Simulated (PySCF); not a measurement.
# Geometry relaxation, with input and output: MoH₄

System: MoH₄, multiplicity 3.
Method: PBE0-D3(BJ)/def2-SVP geometry optimisation, gas phase (PySCF 2.14.0).

It belongs to a series of runs on one base structure; here: ligand (all four): Cl to H.

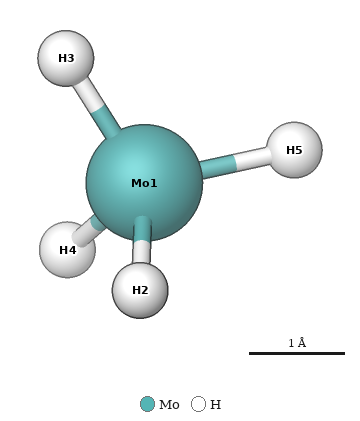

**Figure 1.** The structure as given in the input (ball-and-stick view, seen at a tilt; atoms are numbered from 1 in the order of the input). Sticks mark near contacts. Bond lengths as drawn: H–Mo 1.58 to 1.73 Å.

Input
```
{"job": {"xc": "PBE0", "basis": "def2-SVP", "d3": "d3bj", "grid": 1, "maxiter": 30, "shake": 0.03, "kind": "geom"}, "charge": 0, "multiplicity": 3}
Mo     0.062190    -0.077020     0.012450
H     -0.007790    -0.030390     1.666000
H      1.514000     0.004080    -0.593770
H     -0.696100     1.375370    -0.548580
H     -0.797450    -1.382520    -0.598230
```

The first line tells a small driver script what to run in PySCF; the rest is the geometry in Å.

Launch command:
```bash
OMP_NUM_THREADS=1 python <driver script> task.json out
```

What the program printed
```
step   0  E = -70.44508350  max force = 0.041848
step   1  E = -70.44978403  max force = 0.007120
step   2  E = -70.45021274  max force = 0.002351
step   3  E = -70.45033852  max force = 0.001408
step   4  E = -70.45036099  max force = 0.000836
step   5  E = -70.45036492  max force = 0.000070
optimisation converged
```

Trajectory as extended XYZ (Å, eV, eV/Å), 6 frames, from step=0 to step=5
```
5
Properties=species:S:1:pos:R:3:forces:R:3 step=0 energy=-1916.90836
Mo    0.0622   -0.0770    0.0124   -2.1519   0.7065  -0.0119
H    -0.0078   -0.0304    1.6660    0.1199  -0.0496   0.4901
H     1.5140    0.0041   -0.5938    1.8490  -0.0138  -0.6100
H    -0.6961    1.3754   -0.5486    0.2071  -0.4886   0.1790
H    -0.7974   -1.3825   -0.5982   -0.0241  -0.1545  -0.0471
5
Properties=species:S:1:pos:R:3:forces:R:3 step=1 energy=-1917.03627
Mo    0.0177   -0.0489    0.0023    0.3661  -0.0450  -0.0386
H    -0.0160   -0.0287    1.7006    0.0502  -0.0387  -0.1525
H     1.6190   -0.0006   -0.6196   -0.3519  -0.0776   0.2071
H    -0.7191    1.3513   -0.5405   -0.1150   0.1198  -0.0496
H    -0.8268   -1.3836   -0.6050    0.0506   0.0415   0.0336
5
Properties=species:S:1:pos:R:3:forces:R:3 step=2 energy=-1917.04793
Mo    0.0193   -0.0433   -0.0012    0.0779   0.1209  -0.0910
H    -0.0036   -0.0364    1.6867    0.0322  -0.0297  -0.0119
H     1.6065   -0.0152   -0.5986   -0.1005  -0.0536   0.0876
H    -0.7315    1.3646   -0.5474   -0.0233  -0.0236   0.0081
H    -0.8160   -1.3802   -0.6017    0.0137  -0.0140   0.0073
5
Properties=species:S:1:pos:R:3:forces:R:3 step=3 energy=-1917.05136
Mo    0.0176   -0.0305   -0.0083   -0.0709   0.0390  -0.0112
H     0.0084   -0.0432    1.6773    0.0090  -0.0136   0.0193
H     1.5998   -0.0312   -0.5775    0.0724  -0.0216  -0.0084
H    -0.7437    1.3714   -0.5523   -0.0160   0.0066  -0.0021
H    -0.8072   -1.3770   -0.6014    0.0055  -0.0103   0.0024
5
Properties=species:S:1:pos:R:3:forces:R:3 step=4 energy=-1917.05197
Mo    0.0156   -0.0252   -0.0109   -0.0430   0.0335  -0.0068
H     0.0111   -0.0472    1.6753   -0.0005  -0.0057   0.0062
H     1.6037   -0.0387   -0.5708    0.0346  -0.0069  -0.0079
H    -0.7514    1.3767   -0.5549    0.0065  -0.0164   0.0071
H    -0.8041   -1.3761   -0.6008    0.0024  -0.0045   0.0014
5
Properties=species:S:1:pos:R:3:forces:R:3 step=5 energy=-1917.05208
Mo    0.0144   -0.0222   -0.0122    0.0036  -0.0002  -0.0007
H     0.0102   -0.0492    1.6742   -0.0036  -0.0011   0.0032
H     1.6064   -0.0415   -0.5681    0.0011   0.0004  -0.0011
H    -0.7537    1.3776   -0.5552   -0.0006   0.0033  -0.0008
H    -0.8025   -1.3753   -0.6008   -0.0005  -0.0024  -0.0006
```

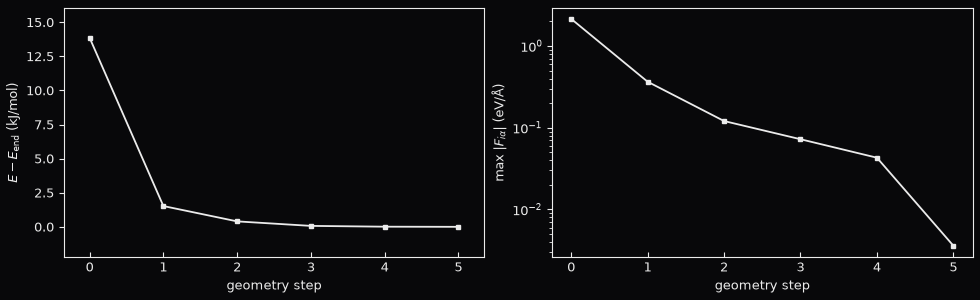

**Figure 2.** Progress of the relaxation, step by step (steps are counted from 0).

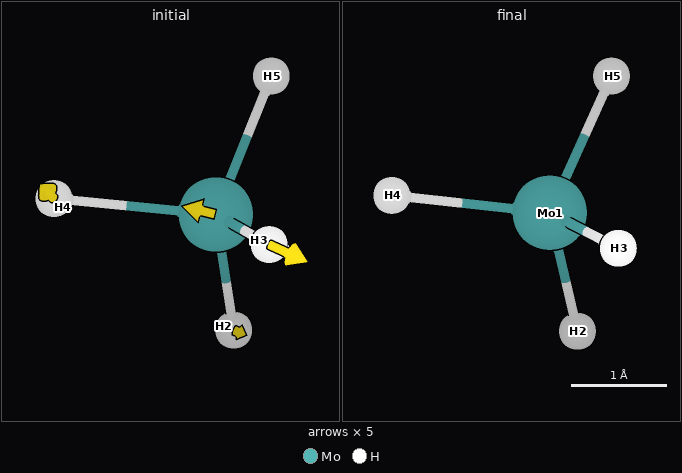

**Figure 3.** Before (left) and after (right) the relaxation, at one scale (ball-and-stick view, seen at a tilt). The yellow arrows give the displacements, magnified 5 times. H3 moves most after the best rigid fit: 0.10 Å. Largest moves by element: H 0.10 Å, Mo 0.08 Å. Distances before and after: Mo1–H3 1.575 → 1.686 Å, Mo1–H4 1.732 → 1.687 Å, Mo1–H2 1.656 → 1.687 Å, Mo1–H5 1.678 → 1.687 Å. Among the angles that change: H3–Mo1–H4 103.6° → 109.5°, H2–Mo1–H3 114.9° → 109.4°, H2–Mo1–H4 106.3° → 109.5°. Over 5 geometry steps the energy falls by 13.9 kJ/mol. Largest force component: 2.2 eV/Å at the start, 0.0036 eV/Å at the end. (Atoms are counted from 1 in the order of the input.)

Summary

```csv
quantity,value
outcome,converged
total energy,−70.450365 hartree
⟨S²⟩,2.029
dipole moment,0.00 D
point group,Td
hardware,"1 CPU thread, shared host"
wall time,22 s
peak memory,0.24 GiB
```
